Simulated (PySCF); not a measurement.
# C2H7BF2O: one change and its effect

System: C2H7BF2O.
Method of the first run: GIAO PBE0/pcSseg-1 NMR shielding, non-relativistic, gas phase (PySCF 2.14.0).

The geometry comes from this level: PBE0-D3(BJ)/def2-SVP. Text and figures count atoms from 1; the logs count them from 0 in places.

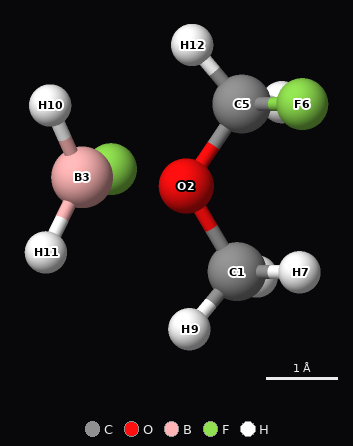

**Figure 1.** The structure as given in the input (ball-and-stick view, seen at a tilt; atoms are numbered from 1 in the order of the input). Sticks are drawn by distance; a stretched bond gets none, so the picture shows separate pieces.

Input, the first run:
```
{"job": {"kind": "nmr", "xc": "PBE0", "basis": "pcSseg-1", "pop": false}, "charge": 0, "multiplicity": 1}
C     -1.152981    -0.788636    -0.097953
O      0.008162    -0.006505    -0.395392
B      1.470303    -0.642059     0.202655
F      1.322548    -0.488079     1.561755
C     -0.148086     1.373502    -0.175164
F     -1.033600     1.861541    -1.066166
H     -2.017668    -0.336171    -0.598390
H     -1.300416    -0.833444     0.991423
H     -0.961754    -1.791170    -0.493308
H      2.275007     0.113225    -0.316876
H      1.401009    -1.788793    -0.203022
H      0.845698     1.812698    -0.332009
H     -0.522262     1.555123     0.846407
```

The first line tells a small driver script what to run in PySCF; the rest is the geometry in Å.

Command:
```bash
OMP_NUM_THREADS=1 python <driver script> task.json out
```

Hardware: 1 CPU thread, shared host.

Output (the first run):
```
coarse grid: 10856 points
cycle   1  E = -379.6292423698  dE =  5.288e-01  |g| = 6.995e-01  |ddm| = 2.808e+00
cycle   2  E = -379.5710206167  dE =  5.822e-02  |g| = 9.666e-01  |ddm| = 1.174e+00
cycle   3  E = -379.7095812817  dE = -1.386e-01  |g| = 5.319e-02  |ddm| = 7.075e-01
cycle   4  E = -379.7099784152  dE = -3.971e-04  |g| = 2.689e-02  |ddm| = 4.708e-02
cycle   5  E = -379.7100945607  dE = -1.161e-04  |g| = 9.490e-03  |ddm| = 1.989e-02
cycle   6  E = -379.7101088292  dE = -1.427e-05  |g| = 2.244e-03  |ddm| = 5.635e-03
cycle   7  E = -379.7101097984  dE = -9.691e-07  |g| = 3.986e-04  |ddm| = 1.609e-03
final grid: 105648 points
cycle   8  E = -379.7667909798  dE = -3.834e-05  |g| = 1.246e-02  |ddm| = 1.952e-02
cycle   9  E = -379.7667631860  dE =  2.779e-05  |g| = 1.813e-02  |ddm| = 1.484e-02
cycle  10  E = -379.7668174072  dE = -5.422e-05  |g| = 1.415e-03  |ddm| = 8.860e-03
cycle  11  E = -379.7668178511  dE = -4.439e-07  |g| = 2.810e-04  |ddm| = 1.158e-03
cycle  12  E = -379.7668178619  dE = -1.085e-08  |g| = 1.232e-04  |ddm| = 1.988e-04
cycle  13  E = -379.7668178641  dE = -2.159e-09  |g| = 2.180e-05  |ddm| = 8.905e-05
cycle  14  E = -379.7668178641  dE = -8.856e-11  |g| = 5.044e-06  |ddm| = 1.800e-05
converged SCF energy = -379.7668178641

GIAO shielding tensors (ppm)
atom      isotropic    diamagn.    paramagn.     s11        s22        s33       span
  0 C      126.605     247.547    -120.942     90.324    108.253    181.238     90.914
  1 O      244.684     401.233    -156.549    165.005    256.850    312.197    147.193
  2 B       86.370     187.436    -101.066     71.544     88.953     98.612     27.068
  3 F      359.002     471.718    -112.715    263.164    291.649    522.195    259.031
  4 C       77.305     242.443    -165.137     57.527     73.509    100.879     43.352
  5 F      364.671     471.005    -106.334    276.992    360.511    456.509    179.517
  6 H       27.425      29.158      -1.733     22.931     26.627     32.719      9.788
  7 H       27.536      29.800      -2.264     23.663     26.148     32.796      9.133
  8 H       27.430      29.402      -1.972     23.717     25.522     33.052      9.335
  9 H       27.533      30.463      -2.930     24.966     27.234     30.399      5.433
 10 H       27.605      30.461      -2.856     25.010     27.211     30.593      5.583
 11 H       25.470      28.757      -3.287     20.919     26.892     28.600      7.681
 12 H       26.182      29.189      -3.007     21.680     27.576     29.290      7.610
```

The input of the second run differs as follows (lines with − go, lines with + come):
```diff
-"xc": "PBE0"
+"xc": "mPW1PW91"
```

How does the second run compare with the first run?

The total energies belong to different methods, so their difference says nothing on which is more stable or more accurate. Of all shieldings, the largest change is that of F4, by +1.0 ppm. The functional changes from PBE0 to mPW1PW91. The number of SCF iterations is the same.

Output (the second run):
```
coarse grid: 10856 points
cycle   1  E = -379.9373486827  dE =  5.287e-01  |g| = 7.220e-01  |ddm| = 2.808e+00
cycle   2  E = -379.8744794744  dE =  6.287e-02  |g| = 9.994e-01  |ddm| = 1.191e+00
cycle   3  E = -380.0219823084  dE = -1.475e-01  |g| = 5.305e-02  |ddm| = 7.207e-01
cycle   4  E = -380.0223765877  dE = -3.943e-04  |g| = 2.683e-02  |ddm| = 4.670e-02
cycle   5  E = -380.0224910876  dE = -1.145e-04  |g| = 9.609e-03  |ddm| = 1.985e-02
cycle   6  E = -380.0225056804  dE = -1.459e-05  |g| = 2.234e-03  |ddm| = 5.665e-03
cycle   7  E = -380.0225066420  dE = -9.616e-07  |g| = 4.032e-04  |ddm| = 1.598e-03
final grid: 105648 points
cycle   8  E = -380.0790812404  dE = -4.184e-05  |g| = 9.662e-03  |ddm| = 1.905e-02
cycle   9  E = -380.0790640929  dE =  1.715e-05  |g| = 1.416e-02  |ddm| = 1.179e-02
cycle  10  E = -380.0790968624  dE = -3.277e-05  |g| = 1.051e-03  |ddm| = 6.974e-03
cycle  11  E = -380.0790971013  dE = -2.389e-07  |g| = 2.585e-04  |ddm| = 8.972e-04
cycle  12  E = -380.0790971113  dE = -1.003e-08  |g| = 1.110e-04  |ddm| = 1.769e-04
cycle  13  E = -380.0790971131  dE = -1.804e-09  |g| = 1.880e-05  |ddm| = 8.034e-05
cycle  14  E = -380.0790971132  dE = -6.139e-11  |g| = 4.456e-06  |ddm| = 1.504e-05
converged SCF energy = -380.0790971132

GIAO shielding tensors (ppm)
atom      isotropic    diamagn.    paramagn.     s11        s22        s33       span
  0 C      125.671     247.479    -121.809     89.659    107.333    180.020     90.360
  1 O      244.282     401.588    -157.305    164.795    256.576    311.476    146.681
  2 B       86.559     187.404    -100.845     71.885     89.227     98.565     26.680
  3 F      359.971     471.922    -111.951    264.786    293.795    521.330    256.544
  4 C       76.635     242.434    -165.799     56.889     72.833    100.182     43.292
  5 F      364.751     471.184    -106.433    277.041    361.533    455.677    178.636
  6 H       27.477      29.195      -1.717     22.996     26.681     32.754      9.757
  7 H       27.584      29.859      -2.275     23.724     26.201     32.826      9.102
  8 H       27.483      29.446      -1.963     23.786     25.583     33.080      9.294
  9 H       27.627      30.536      -2.910     25.051     27.329     30.501      5.450
 10 H       27.695      30.532      -2.837     25.096     27.300     30.689      5.593
 11 H       25.531      28.803      -3.273     20.986     26.957     28.648      7.662
 12 H       26.229      29.240      -3.011     21.735     27.620     29.332      7.597
```

The two runs side by side:

```csv
quantity,the first run,the second run
outcome,converged,converged
total energy (hartree),−379.766818,−380.079097
HOMO (eV),−8.03,−8.08
LUMO (eV),1.27,1.28
dipole moment (D),3.30,3.29
shielding of C1 (ppm),126.6,125.7
shielding of O2 (ppm),244.7,244.3
shielding of B3 (ppm),86.4,86.6
shielding of F4 (ppm),359.0,360.0
shielding of C5 (ppm),77.3,76.6
shielding of H10 (ppm),27.5,27.6
shielding of H11 (ppm),27.6,27.7
SCF iterations,14,14
basis functions,137,137
wall time (shared host),12 s,13 s
```
